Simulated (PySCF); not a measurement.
SMILES OCCB(O)O (C2H7BO3) at its GFN2-xTB optimised geometry (Å):

```
13

O      0.8690     1.8171     0.1915
C      1.3540     0.6850    -0.5130
C      0.7526    -0.6266     0.0000
B     -0.8585    -0.6266     0.0000
O     -1.5878     0.5133     0.0000
O     -1.4957    -1.8171     0.0176
H      1.0989     1.7132     1.1220
H      2.4511     0.6562    -0.4586
H      1.0664     0.8530    -1.5534
H      1.1337    -1.4470    -0.6062
H      1.1115    -0.8059     1.0176
H     -1.0556     1.3168    -0.0161
H     -2.4511    -1.7434     0.0257
```

Calculation: PBE0/def2-TZVP in PySCF.

Map of the electron localisation function on the plane z = 1.2 Å:

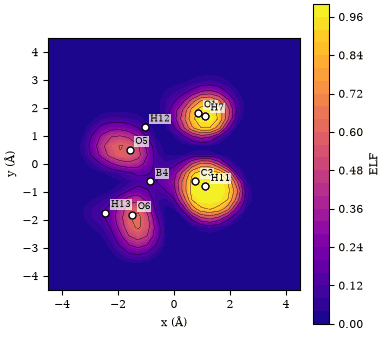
Figure: Electron localisation function on the plane z = 1.2 Å.
